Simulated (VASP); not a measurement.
Band structure of Al₂Au (space group Fm-3m). All values below come from PBE GGA, VASP's PBE PAW potentials (set 64) (plane waves; VASP).

Unless said otherwise, spin-orbit coupling is left out, though it shifts the bands of the heavy elements here.

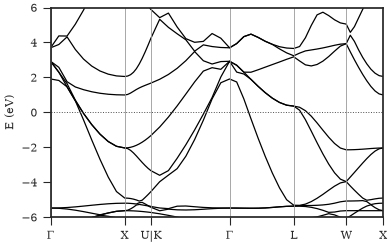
Fig. 1. Bands along high-symmetry lines, zero at the valence-band maximum or, without a gap, the Fermi level

Q: Read the plot: is there a gap, and where are the band edges?

A: It has no gap at this level: it comes out as a metal or semimetal.

The structure comes from a computed database's Al2Au entry; how it stands against other phases isn't given here. The cell was not relaxed at this level. The electron count is odd and the run is not spin-polarised, which forces a metal.
